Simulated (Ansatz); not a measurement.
## Sn₂₂CdO₄₈ (charge −1): single-point calculation (part 1 of 2)

System: Sn₂₂CdO₄₈ (defect cell, 71 atoms in the cell, total charge −1).
Method: DFT, HSE06, PAW, plane waves (Ansatz 0.2.0).

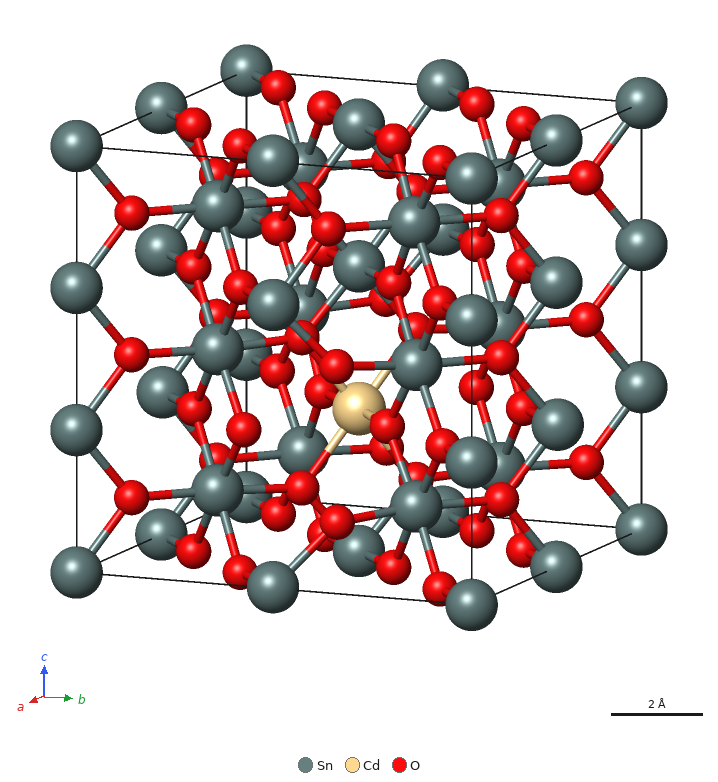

Fig. 1: The structure (ball-and-stick view of the cell of the calculation, seen slightly off an axis). An atom can appear more than once, as a periodic image.

Key numbers

| quantity | value |
| --- | --- |
| outcome | converged |
| electrons treated | 617 |
| free energy | −168079.0168 eV |
| Fermi energy | 8.317 eV |
| net moment of the cell | 5.00 μB |
| largest force (length of the vector) | 2.113 eV/Å |
| hardware | 1 × NVIDIA H100 80GB HBM3, 4 threads of AMD EPYC, 45 GiB of memory available, shared host |
| wall time | 2.9 min (CPU time 5.2 min) |
| peak memory | 3.3 GiB |

Notes

The program warns: the state was not tested for a lower one. The cell is charged and computed with a neutralising background, so its energy and pressure depend on the cell and aren't those of a real crystal. The k-point mesh is coarse for a cell of this size, so the results may not be converged.

Input
```yaml
crystal:
  lattice:
    - [9.538092, 0.000000, 0.000000]
    - [0.000000, 9.538092, 0.000000]
    - [0.000000, 0.000000, 9.636303]
  atoms:
    - { symbol: Sn, position: [0.000517, 0.000197, 0.999810] }
    - { symbol: Sn, position: [0.999937, 0.999510, 0.333469] }
    - { symbol: Sn, position: [0.000691, 0.000140, 0.667143] }
    - { symbol: Sn, position: [0.001643, 0.497724, 0.003342] }
    - { symbol: Sn, position: [0.001294, 0.498547, 0.665101] }
    - { symbol: Sn, position: [0.499733, 0.999348, 0.000285] }
    - { symbol: Sn, position: [0.497375, 0.001785, 0.333508] }
    - { symbol: Sn, position: [0.499789, 0.999463, 0.666778] }
    - { symbol: Sn, position: [0.500185, 0.499728, 0.999750] }
    - { symbol: Sn, position: [0.499888, 0.499814, 0.667187] }
    - { symbol: Sn, position: [0.247072, 0.250052, 0.167741] }
    - { symbol: Sn, position: [0.247369, 0.250280, 0.499497] }
    - { symbol: Sn, position: [0.250201, 0.250511, 0.833662] }
    - { symbol: Sn, position: [0.246869, 0.747787, 0.168351] }
    - { symbol: Sn, position: [0.247492, 0.748315, 0.498774] }
    - { symbol: Sn, position: [0.251847, 0.750355, 0.833520] }
    - { symbol: Sn, position: [0.751565, 0.249897, 0.167549] }
    - { symbol: Sn, position: [0.752271, 0.250299, 0.498727] }
    - { symbol: Sn, position: [0.749075, 0.249668, 0.833427] }
    - { symbol: Sn, position: [0.749926, 0.752343, 0.167679] }
    - { symbol: Sn, position: [0.749884, 0.752320, 0.499589] }
    - { symbol: Sn, position: [0.750760, 0.746964, 0.833531] }
    - { symbol: Cd, position: [0.499948, 0.500037, 0.333530], spin: 0.077 }
    - { symbol: O, position: [0.156633, 0.147892, 0.998611] }
    - { symbol: O, position: [0.155462, 0.144723, 0.333587] }
    - { symbol: O, position: [0.156699, 0.147934, 0.668556] }
    - { symbol: O, position: [0.156791, 0.650603, 0.998080] }
    - { symbol: O, position: [0.155555, 0.648718, 0.333642], spin: 0.077 }
    - { symbol: O, position: [0.156360, 0.651154, 0.668961] }
    - { symbol: O, position: [0.656497, 0.148572, 0.999778] }
    - { symbol: O, position: [0.653618, 0.148687, 0.333562] }
    - { symbol: O, position: [0.656501, 0.148930, 0.666603] }
    - { symbol: O, position: [0.653551, 0.653620, 0.000058] }
    - { symbol: O, position: [0.672750, 0.645882, 0.333714], spin: 0.077 }
    - { symbol: O, position: [0.653515, 0.653546, 0.667097] }
    - { symbol: O, position: [0.346256, 0.346675, 0.999607] }
    - { symbol: O, position: [0.342772, 0.338638, 0.333654], spin: 0.077 }
    - { symbol: O, position: [0.346914, 0.345925, 0.667736] }
    - { symbol: O, position: [0.343730, 0.849508, 0.000656] }
    - { symbol: O, position: [0.346149, 0.849959, 0.333455] }
    - { symbol: O, position: [0.343615, 0.849899, 0.666544] }
    - { symbol: O, position: [0.845245, 0.347620, 0.999174] }
    - { symbol: O, position: [0.838380, 0.353656, 0.332697], spin: 0.077 }
    - { symbol: O, position: [0.844358, 0.348542, 0.667656] }
    - { symbol: O, position: [0.842854, 0.852652, 0.998094] }
    - { symbol: O, position: [0.840172, 0.858569, 0.333700] }
    - { symbol: O, position: [0.843248, 0.852289, 0.668665] }
    - { symbol: O, position: [0.091965, 0.393821, 0.160711], spin: 0.077 }
    - { symbol: O, position: [0.089526, 0.391201, 0.509113], spin: 0.077 }
    - { symbol: O, position: [0.095458, 0.400586, 0.833790] }
    - { symbol: O, position: [0.094326, 0.900741, 0.166226] }
    - { symbol: O, position: [0.094290, 0.900711, 0.500703] }
    - { symbol: O, position: [0.094337, 0.900016, 0.833585] }
    - { symbol: O, position: [0.597554, 0.397091, 0.156786], spin: 0.077 }
    - { symbol: O, position: [0.597770, 0.397593, 0.509463], spin: 0.077 }
    - { symbol: O, position: [0.595835, 0.401756, 0.833382] }
    - { symbol: O, position: [0.594013, 0.901215, 0.167050] }
    - { symbol: O, position: [0.593726, 0.900940, 0.500055] }
    - { symbol: O, position: [0.595214, 0.900488, 0.833475] }
    - { symbol: O, position: [0.403040, 0.097823, 0.164939] }
    - { symbol: O, position: [0.402720, 0.097553, 0.502086] }
    - { symbol: O, position: [0.405131, 0.097993, 0.833561] }
    - { symbol: O, position: [0.404740, 0.603375, 0.158573], spin: 0.077 }
    - { symbol: O, position: [0.402043, 0.601122, 0.509020], spin: 0.077 }
    - { symbol: O, position: [0.405201, 0.598097, 0.833623] }
    - { symbol: O, position: [0.905743, 0.098723, 0.165998] }
    - { symbol: O, position: [0.905940, 0.098902, 0.501071] }
    - { symbol: O, position: [0.905537, 0.099272, 0.833277] }
    - { symbol: O, position: [0.919226, 0.625013, 0.150911], spin: 0.077 }
    - { symbol: O, position: [0.917933, 0.622710, 0.515320], spin: 0.077 }
    - { symbol: O, position: [0.905964, 0.596934, 0.834128] }
  symmetry: { detect: false }
kpoints:
  mp_grid: { grid: [1, 1, 1], shift: [0.25, 0.25, 0.25] }
hamiltonian:
  xc: hse06
total_charge: -1
magnetization:
  spin_polarized: true
scf:
  occupations: { method: fermi_dirac, width: 0.01 }
output:
  forces: true
  eigenvalues: true
  populations: true
  charged_corrections: { epsilon: 12 }
  eigenstates: { kpoints: [[0.25, 0.25, 0.25]], e_range: [-6.0, 6.0], localisation: true }
```

Launch command:
```bash
ansatz run in.yaml --threads 4 --pin off --max-ram 42750MiB --runs-dir r --events-out ev --progress --plain --backend cuda --devices 0, --max-vram 37GiB
```

What the program printed
```
Pseudopotentials: kind: paw
Functional definition: HSE06
  parameter a = 0.25
  parameter omega = 0.11/bohr
  exchange = pbe_x - a*pbe_x_sr(omega) + a*exact_x_sr(omega)
  correlation = pbe_c
Crystal: 71 atoms, lattice volume = 876.665 Å³
Basis set: ecut = 420 eV, 17113 PW (Γ), exchange–correlation on 128×128×144 points (8 copies of the dense FFT grid, shifted against one another)
Bands: 381, of which v1, the nominal top of the filled ones, is band 309 counted from 1 (308 counted from 0)
Symmetry: 1 space group operations
k-points: 1
Non-local potential: Sn, projectors of the file, l = 0: 2, l = 1: 2, l = 2: 2, l = 3: 2
Non-local potential: Cd, projectors of the file, l = 0: 3, l = 1: 2, l = 2: 2, l = 3: 1
Non-local potential: O, projectors of the file, l = 0: 2, l = 1: 2, l = 2: 1
PAW form: soft (Blöchl's): semilocal exchange-correlation on the pseudo side does not see the compensation charge
PAW frozen core: Sn, regenerated for the run's functional, and the local potential with it (the file was generated under x = pbe(κ = 0.804, μ = 0.2195149727645171), c = pbe(β = 0.06672455060314922))
PAW frozen core: Cd, regenerated for the run's functional, and the local potential with it (the file was generated under x = pbe(κ = 0.804, μ = 0.2195149727645171), c = pbe(β = 0.06672455060314922))
PAW frozen core: O, regenerated for the run's functional, and the local potential with it (the file was generated under x = pbe(κ = 0.804, μ = 0.2195149727645171), c = pbe(β = 0.06672455060314922))
PAW one-centre angular grid: Sn, 590 points (default); XC on 64 Gauss nodes
PAW one-centre angular grid: Cd, 590 points (default); XC on 64 Gauss nodes
PAW one-centre angular grid: O, 110 points (default); XC on 96 Gauss nodes
Initial density: superposition of atomic densities (chi_scale 0.1, normalization cell, long waves kept (reshape's long-wave potential 0.45 eV rms))
Starting moments: Σ|m| = 1.001 μB on 13 of 71 sites
Initial wavefunctions: pseudopotential atomic-orbital guess
Functional: x = pbe(κ = 0.804, μ = 0.2195149727645171), c = pbe(β = 0.06672455060314922), warm-up for x = pbe(κ = 0.804, μ = 0.2195149727645171) + 0.25 (exact − pbe) at short range (hse, ω = 0.20786987370883472 Å⁻¹), c = pbe(β = 0.06672455060314922); HSE06 as pw.x's `hse` composes it (authors' and Libxc's form: `xc: wpbeh`)
iter 1 solved again at ethr=1.40e-2 eV; its pass at ethr=1.00e-1 eV (dr2=8.61e1 eV) is discarded
SCF iter   1: F=—  HF=-168010.146902 eV  |F-HF|=—  |Δ(HF+E_count)|=         —  Δρ=5.01e-2 (↑4.59e-2 ↓5.01e-2)  dr2=8.58e1  dr2_m=1.82e-1  M=0.999 μB ∫|m|=1.112 μB  β_m=0.30  ethr=1.40e-2  ⟨swp⟩=3.0  Hψ=3727  notcnv=0
preconditioner: auto → none  [insulator: Δε(μ)=0.032 eV  Ē_g=19.550 eV  σ=0.010 eV  W_gap=0.66  n_scr=250 (ndim 8)  ℏωp=30.9 eV  f_vac=0.008  D(μ)=28.45/eV (n_scr^D=202)]
SCF iter   2: F=—  HF=-168010.678700 eV  |F-HF|=—  |Δ(HF+E_count)|=   5.32e-1  Δρ=4.61e-2 (↑4.10e-2 ↓4.61e-2)  dr2=9.66e1  dr2_m=1.76e-1  M=0.907 μB ∫|m|=1.019 μB  β_m=0.30  ethr=1.39e-2  ⟨swp⟩=5.0  Hψ=1928  notcnv=0
SCF iter   3: F=—  HF=-168000.632725 eV  |F-HF|=—  |Δ(HF+E_count)|=    1.00e1  Δρ=4.00e-2 (↑3.18e-2 ↓4.00e-2)  dr2=6.18e1  dr2_m=2.69e-1  M=0.982 μB ∫|m|=1.108 μB  β_m=0.30  ethr=1.39e-2  ⟨swp⟩=4.0  Hψ=1687  notcnv=0
SCF iter   4: F=—  HF=-168004.601003 eV  |F-HF|=—  |Δ(HF+E_count)|=    3.97e0  Δρ=4.23e-2 (↑3.43e-2 ↓4.23e-2)  dr2=7.93e1  dr2_m=2.09e-1  M=0.993 μB ∫|m|=1.119 μB  β_m=0.30  ethr=1.00e-2  ⟨swp⟩=5.0  Hψ=1775  notcnv=0
SCF iter   5: F=—  HF=-167999.711135 eV  |F-HF|=—  |Δ(HF+E_count)|=    4.89e0  Δρ=3.75e-2 (↑2.86e-2 ↓3.75e-2)  dr2=6.34e1  dr2_m=4.14e-1  M=0.990 μB ∫|m|=1.108 μB  β_m=0.30  ethr=1.00e-2  ⟨swp⟩=3.0  Hψ=1541  notcnv=0
SCF iter   6: F=—  HF=-167996.785224 eV  |F-HF|=—  |Δ(HF+E_count)|=    2.93e0  Δρ=2.19e-2 (↑1.96e-2 ↓2.19e-2)  dr2=2.65e1  dr2_m=8.12e-2  M=0.696 μB ∫|m|=0.822 μB  β_m=0.30  ethr=1.00e-2  ⟨swp⟩=2.0  Hψ=1524  notcnv=0
SCF iter   7: F=—  HF=-168004.102102 eV  |F-HF|=—  |Δ(HF+E_count)|=    7.32e0  Δρ=4.37e-2 (↑4.01e-2 ↓4.37e-2)  dr2=1.11e2  dr2_m=7.07e-1  M=0.999 μB ∫|m|=1.138 μB  β_m=0.30  ethr=4.30e-3  ⟨swp⟩=6.0  Hψ=1836  notcnv=0
SCF iter   8: F=—  HF=-168003.005124 eV  |F-HF|=—  |Δ(HF+E_count)|=    1.10e0  Δρ=4.08e-2 (↑4.08e-2 ↓3.91e-2)  dr2=1.07e2  dr2_m=5.17e-1  M=0.918 μB ∫|m|=1.047 μB  β_m=0.30  ethr=4.30e-3  ⟨swp⟩=4.0  Hψ=1612  notcnv=0
SCF iter   9: F=—  HF=-167996.672171 eV  |F-HF|=—  |Δ(HF+E_count)|=    6.33e0  Δρ=2.93e-2 (↑2.55e-2 ↓2.93e-2)  dr2=4.96e1  dr2_m=1.31e-1  M=0.992 μB ∫|m|=1.113 μB  β_m=0.30  ethr=4.30e-3  ⟨swp⟩=3.0  Hψ=1545  notcnv=0
SCF iter  10: F=—  HF=-167996.962667 eV  |F-HF|=—  |Δ(HF+E_count)|=   2.90e-1  Δρ=3.10e-2 (↑3.10e-2 ↓3.09e-2)  dr2=6.54e1  dr2_m=9.92e-2  M=1.000 μB ∫|m|=1.171 μB  β_m=0.30  ethr=4.30e-3  ⟨swp⟩=2.0  Hψ=1524  notcnv=0
SCF iter  11: F=—  HF=-167996.005811 eV  |F-HF|=—  |Δ(HF+E_count)|=   9.57e-1  Δρ=1.86e-2 (↑1.36e-2 ↓1.86e-2)  dr2=1.49e1  dr2_m=2.90e-1  M=1.004 μB ∫|m|=1.242 μB  β_m=0.30  ethr=4.30e-3  ⟨swp⟩=4.0  Hψ=1592  notcnv=0
SCF iter  12: F=—  HF=-167995.176646 eV  |F-HF|=—  |Δ(HF+E_count)|=   8.29e-1  Δρ=1.90e-2 (↑1.00e-2 ↓1.90e-2)  dr2=9.38e0  dr2_m=5.46e-1  M=2.551 μB ∫|m|=2.621 μB  β_m=0.30  ethr=2.42e-3  ⟨swp⟩=3.0  Hψ=1527  notcnv=0
SCF iter  13: F=—  HF=-167995.040467 eV  |F-HF|=—  |Δ(HF+E_count)|=   1.36e-1  Δρ=1.44e-2 (↑8.85e-3 ↓1.44e-2)  dr2=6.39e0  dr2_m=3.10e-1  M=2.114 μB ∫|m|=2.253 μB  β_m=0.30  ethr=1.52e-3  ⟨swp⟩=3.0  Hψ=1539  notcnv=0
SCF iter  14: F=—  HF=-167995.079882 eV  |F-HF|=—  |Δ(HF+E_count)|=   3.94e-2  Δρ=1.98e-2 (↑8.02e-3 ↓1.98e-2)  dr2=7.80e0  dr2_m=7.36e-1  M=3.040 μB ∫|m|=3.412 μB  β_m=0.30  ethr=1.04e-3  ⟨swp⟩=3.0  Hψ=1530  notcnv=0
SCF iter  15: F=—  HF=-167994.962514 eV  |F-HF|=—  |Δ(HF+E_count)|=   1.17e-1  Δρ=1.32e-2 (↑6.19e-3 ↓1.32e-2)  dr2=3.37e0  dr2_m=3.82e-1  M=3.221 μB ∫|m|=3.514 μB  β_m=0.30  ethr=1.04e-3  ⟨swp⟩=2.0  Hψ=1524  notcnv=0
SCF iter  16: F=—  HF=-167994.908538 eV  |F-HF|=—  |Δ(HF+E_count)|=   5.40e-2  Δρ=1.04e-2 (↑5.17e-3 ↓1.04e-2)  dr2=1.59e0  dr2_m=2.55e-1  M=3.311 μB ∫|m|=3.602 μB  β_m=0.30  ethr=5.47e-4  ⟨swp⟩=3.0  Hψ=1547  notcnv=0
Mixer restart at iter 16: flushing history
spin-set hold released at iteration 16 (site moments' squared step at or under half its running peak, from the soft ceiling on): the magnetisation degrees of freedom join the quasi-Newton model from the next iteration; the mixer history was flushed
SCF iter  17: F=—  HF=-167996.458623 eV  |F-HF|=—  |Δ(HF+E_count)|=    1.55e0  Δρ=3.13e-2 (↑1.91e-2 ↓3.13e-2)  dr2=3.32e1  dr2_m=8.60e-1  M=1.004 μB ∫|m|=1.621 μB  β_m=0.10  ethr=2.57e-4  ⟨swp⟩=13.0  Hψ=2042  notcnv=0  defer=8  recentre
SCF iter  18: F=—  HF=-167994.898217 eV  |F-HF|=—  |Δ(HF+E_count)|=    1.56e0  Δρ=8.66e-3 (↑5.26e-3 ↓8.66e-3)  dr2=1.16e0  dr2_m=2.24e-1  M=3.653 μB ∫|m|=3.855 μB  β_m=0.12  ethr=2.57e-4  ⟨swp⟩=11.0  Hψ=1873  notcnv=0  defer=2
SCF iter  19: F=—  HF=-167994.855302 eV  |F-HF|=—  |Δ(HF+E_count)|=   4.29e-2  Δρ=5.87e-3 (↑4.63e-3 ↓5.87e-3)  dr2=3.80e-1  dr2_m=1.48e-1  M=3.553 μB ∫|m|=3.778 μB  β_m=0.16  ethr=1.88e-4  ⟨swp⟩=4.0  Hψ=1568  notcnv=0
Initial density: handed on by an earlier stage of this run
Starting moments: Σ|m| = 1.001 μB on 13 of 71 sites; this step starts from the density that it was given
Initial wavefunctions: those handed on with the density
Functional: x = pbe(κ = 0.804, μ = 0.2195149727645171) + 0.25 (exact − pbe) at short range (hse, ω = 0.20786987370883472 Å⁻¹), c = pbe(β = 0.06672455060314922); HSE06 as pw.x's `hse` composes it (authors' and Libxc's form: `xc: wpbeh`)
Exchange kernel: α = 0.2500, screened, ω = 0.2079 Å⁻¹, Wigner–Seitz truncation, v(0) = 883.5903 eV·Å³, q-mesh 1×1×1, nearest image of the exchange supercell L = 9.54 Å, pair-density grid 48×48×48, without the augmentation charges, whose exchange is taken in its separable form (sized by the pseudopotential files, 64×64×72 at the most)
Frozen-core exchange: fock
Mixer restart at iter 1: flushing history
preconditioner: auto → none  [insulator: Δε(μ)=0.359 eV  Ē_g=21.771 eV  σ=0.010 eV  W_gap=1.00  n_scr=250 (ndim 8)  ℏωp=30.9 eV  f_vac=0.039  D(μ)=0.00/eV (n_scr^D=0)]
hybrid outer 1: dexx = +4.646e-1 eV, tail = 7.16e-1 eV
preconditioner: auto → none  [insulator: Δε(μ)=0.426 eV  Ē_g=21.810 eV  σ=0.010 eV  W_gap=1.00  n_scr=250 (ndim 8)  ℏωp=30.9 eV  f_vac=0.044  D(μ)=0.00/eV (n_scr^D=0)]
hybrid outer 2: dexx = +9.410e-2 eV, tail = 2.70e-1 eV, magnetization grown 1.0795 times (not accepted), Δε = 2.16e-1 eV (about 2.51e-1 eV left of the loop's levels), ΔF = 3.84e-1 eV/Å (tail 1.40e0)
preconditioner: auto → none  [insulator: Δε(μ)=0.452 eV  Ē_g=21.814 eV  σ=0.010 eV  W_gap=1.00  n_scr=250 (ndim 8)  ℏωp=30.9 eV  f_vac=0.044  D(μ)=0.00/eV (n_scr^D=0)]
hybrid outer 3: dexx = +4.579e-2 eV, tail = 1.09e-1 eV, magnetization grown 1.0433 times (not accepted), Δε = 1.80e-1 eV (about 2.20e-1 eV left of the loop's levels), ΔF = 2.75e-1 eV/Å (tail 9.75e-1)
preconditioner: auto → none  [insulator: Δε(μ)=0.478 eV  Ē_g=21.814 eV  σ=0.010 eV  W_gap=1.00  n_scr=250 (ndim 8)  ℏωp=30.9 eV  f_vac=0.045  D(μ)=0.00/eV (n_scr^D=0)]
hybrid outer 4: dexx = +2.095e-2 eV, tail = 4.98e-2 eV, magnetization grown 1.0245 times (not accepted), Δε = 9.88e-2 eV (about 1.69e-1 eV left of the loop's levels), ΔF = 1.74e-1 eV/Å (tail 5.95e-1)
preconditioner: auto → none  [insulator: Δε(μ)=0.495 eV  Ē_g=21.814 eV  σ=0.010 eV  W_gap=1.00  n_scr=250 (ndim 8)  ℏωp=30.9 eV  f_vac=0.045  D(μ)=0.00/eV (n_scr^D=0)]
hybrid outer 5: dexx = +2.362e-2 eV, tail = inf eV, Δε = 5.78e-2 eV (about 1.33e-1 eV left of the loop's levels), ΔF = 1.34e-1 eV/Å (tail inf)
preconditioner: auto → none  [insulator: Δε(μ)=0.508 eV  Ē_g=21.814 eV  σ=0.010 eV  W_gap=1.00  n_scr=250 (ndim 8)  ℏωp=30.9 eV  f_vac=0.045  D(μ)=0.00/eV (n_scr^D=0)]
Mixer restart at iter 7: flushing history
hybrid outer 6: dexx = +1.162e-1 eV, tail = 5.35e-2 eV, Δε = 1.30e-1 eV (about 7.49e-1 eV left of the loop's levels), ΔF = 2.89e-1 eV/Å (tail 1.67e0)
preconditioner: auto → none  [insulator: Δε(μ)=0.539 eV  Ē_g=21.813 eV  σ=0.010 eV  W_gap=1.00  n_scr=250 (ndim 8)  ℏωp=30.9 eV  f_vac=0.045  D(μ)=0.00/eV (n_scr^D=0)]
Mixer restart at iter 32: flushing history
hybrid outer 7: dexx = +5.831e-3 eV, tail = 5.04e-5 eV, Δε = 4.22e-2 eV (about 2.00e-2 eV left of the loop's levels), ΔF = 1.06e-1 eV/Å (tail 1.58e-1)
preconditioner: auto → none  [insulator: Δε(μ)=0.552 eV  Ē_g=21.813 eV  σ=0.010 eV  W_gap=1.00  n_scr=250 (ndim 8)  ℏωp=30.9 eV  f_vac=0.045  D(μ)=0.00/eV (n_scr^D=0)]
Mixer restart at iter 11: flushing history
Mixer restart at iter 32: flushing history
hybrid outer 8: dexx = +1.900e-5 eV, tail = 6.33e-6 eV, Δε = 2.37e-3 eV (about 6.84e-3 eV left of the loop's levels), ΔF = 4.84e-3 eV/Å (tail 2.67e-2)
preconditioner: auto → none  [insulator: Δε(μ)=0.551 eV  Ē_g=21.813 eV  σ=0.010 eV  W_gap=1.00  n_scr=250 (ndim 8)  ℏωp=30.9 eV  f_vac=0.045  D(μ)=0.00/eV (n_scr^D=0)]
SCF iter   6: F=—  HF=-168079.016848 eV  |F-HF|=—  |Δ(HF+E_count)|=  2.33e-10  Δρ=8.00e-8 (↑4.73e-8 ↓8.00e-8)  dr2=6.58e-9  dr2_m=7.41e-12  M=5.000 μB ∫|m|=5.686 μB  β_m=0.36  ethr=1.49e-11 (applied; sched 1.00e-12)  ⟨swp⟩=2.0  Hψ=1379  notcnv=0
SCF iter   7: F=—  HF=-168079.016848 eV  |F-HF|=—  |Δ(HF+E_count)|=   1.37e-8  Δρ=1.51e-6 (↑2.80e-7 ↓1.51e-6)  dr2=5.61e-8  dr2_m=3.32e-9  M=5.000 μB ∫|m|=5.686 μB  β_m=0.36  ethr=8.29e-12 (applied; sched 1.00e-12)  ⟨swp⟩=19.5  Hψ=1528  notcnv=0
SCF iter   8: F=—  HF=-168079.016848 eV  |F-HF|=—  |Δ(HF+E_count)|=   4.66e-9  Δρ=1.35e-7 (↑4.17e-8 ↓1.35e-7)  dr2=5.40e-9  dr2_m=4.46e-11  M=5.000 μB ∫|m|=5.686 μB  β_m=0.44  ethr=8.22e-12 (applied; sched 1.00e-12)  ⟨swp⟩=3.0  Hψ=1381  notcnv=0
SCF iter   9: F=—  HF=-168079.016848 eV  |F-HF|=—  |Δ(HF+E_count)|=  9.60e-10  Δρ=4.46e-7 (↑3.17e-8 ↓4.46e-7)  dr2=3.30e-9  dr2_m=4.31e-10  M=5.000 μB ∫|m|=5.686 μB  β_m=0.44  ethr=9.56e-12 (applied; sched 1.00e-12)  ⟨swp⟩=18.5  Hψ=1510  notcnv=0
SCF iter  10: F=—  HF=-168079.016848 eV  |F-HF|=—  |Δ(HF+E_count)|=  3.20e-10  Δρ=7.38e-8 (↑6.28e-8 ↓7.38e-8)  dr2=2.42e-10  dr2_m=2.05e-11  M=5.000 μB ∫|m|=5.686 μB  β_m=0.51  ethr=1.49e-11 (applied; sched 1.00e-12)  ⟨swp⟩=5.5  Hψ=1390  notcnv=0
SCF iter  11: F=—  HF=-168079.016848 eV  |F-HF|=—  |Δ(HF+E_count)|=  1.16e-10  Δρ=3.69e-8 (↑1.73e-8 ↓3.69e-8)  dr2=2.35e-10  dr2_m=1.80e-12  M=5.000 μB ∫|m|=5.686 μB  β_m=0.39  ethr=1.49e-11 (applied; sched 1.00e-12)  ⟨swp⟩=2.5  Hψ=1381  notcnv=0
Mixer restart at iter 11: flushing history
```
